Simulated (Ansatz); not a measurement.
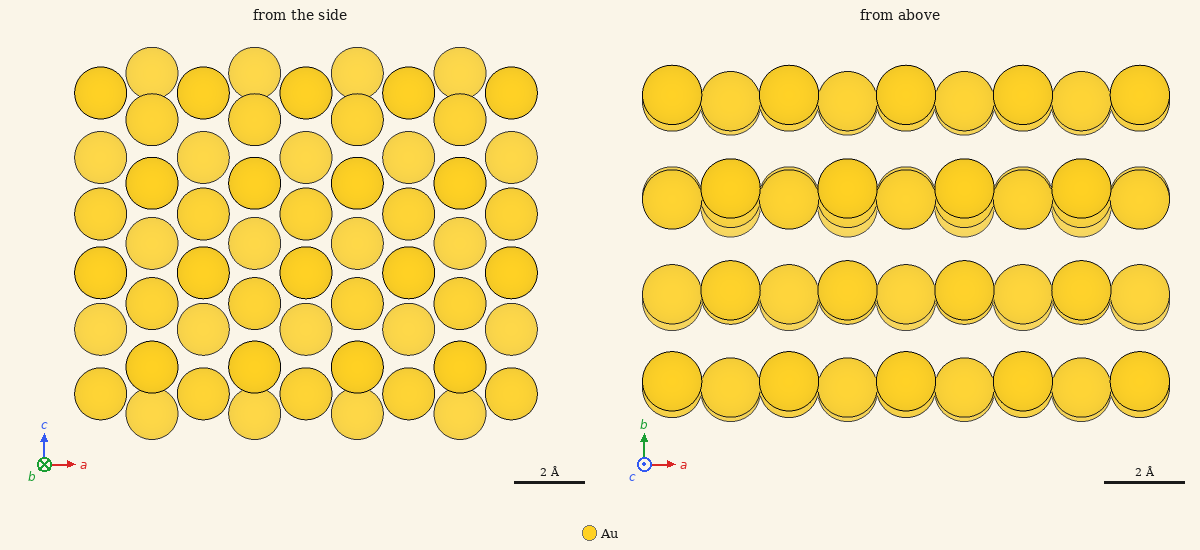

A spheres-only picture of a periodic slab, seen from the side and from above. The surface normal points up in side views; the vacuum is left out. 4×1 cells are drawn in the plane, with atoms at the edges repeated.

The cell holds 13 Au. The slab was cut from bulk Au (Fm-3m).

What is its extent along the surface normal?

About 10 Å from the lowest to the highest atom.

Which crystal face is exposed?

(2 1 1).

Setup: DFT PBE, scalar-relativistic, plane waves, PAW in Ansatz 0.2.0; a kinetic-energy cutoff of 420 eV, k-grid 12×5×1, Gaussian smearing of 0.1 eV, no spin polarisation.

How much energy takes an electron from the Fermi level to the vacuum on each side?

5.09 eV on both faces.

Its origin is the standard structure of this element; a slab was cut from it. The atoms were relaxed in a fixed cell with DFT PBE, scalar-relativistic, plane waves, PAW (Ansatz).
